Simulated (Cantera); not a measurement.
Feed: 1 mol C₂H₄, 0.083 mol O₂, 3.2 mol H₂, equilibrated at 60800 Torr.

Method: chemical equilibrium by Gibbs-energy minimisation in Cantera with the NASA 1993 tables (ideal gas, pure condensed phases). Candidate condensed phases: C, C₆H₆, C₇H₈, C₈H₁₈, H₂O; 110 gas species. The ideal-gas law is rough above about 30 bar. The numbers say what is thermodynamically allowed, not how fast it happens.

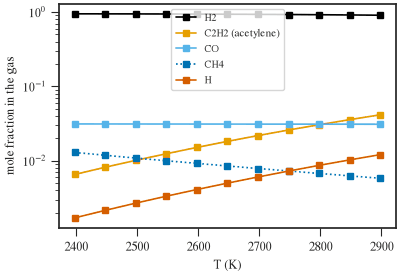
*Equilibrium gas composition (values under 1e-9 drawn at 1e-9)*

From 2398 K to 2898 K the condensed part is C(graphite). The main C-bearing gas is CO at 2398 K and C₂H₂ (acetylene) at 2898 K. The share of C in condensed phases is highest at 2398 K (84.4 %) and lowest at 2898 K (66.0 %).
